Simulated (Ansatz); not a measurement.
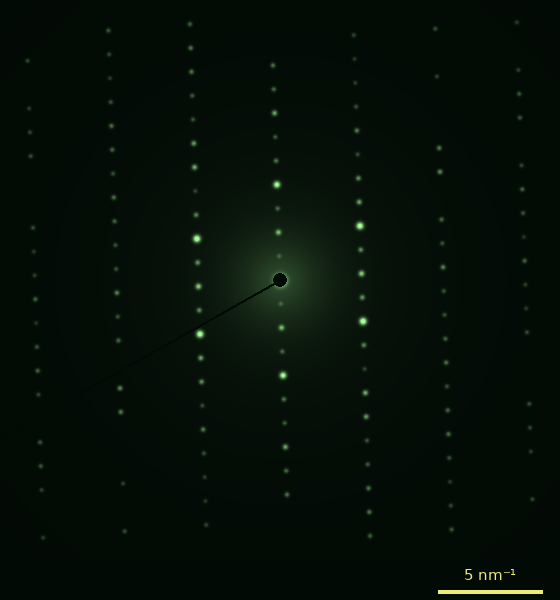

Computed electron diffraction pattern, 200 kV, single scattering only, B = 0.5 Å².

It belongs to Al4Cr, space group P1 (No. 1), a = 5.02 Å, b = 5.33 Å, c = 8.96 Å, α = 76.18°, β = 84.95°, γ = 77.52°. Structure: a model structure set up as the input of an electronic-structure calculation (not necessarily at equilibrium).

### Which low-index zone axis gives this pattern?

The spots form an oblique net whose two shortest vectors correspond to d = 8.69 Å and 2.54 Å, 87.4° apart. They index as 0 0 1 (weak) and 1 2 1, so the zone axis is ±[2-10].

### List the strongest reflections.

Strongest reflections with d > 0.80 Å, one of each family (|F|² from tabulated Gaussian fits of the electron scattering factors, times a small damping for the curvature of the Ewald sphere):

```tsv
hkl	d (Å)	I (strongest = 100)
1 2 -1	2.235	100
1 2 3	2.148	89
0 0 4	2.173	64
1 2 1	2.536	22
0 0 2	4.347	13
1 2 -4	1.466	12
```
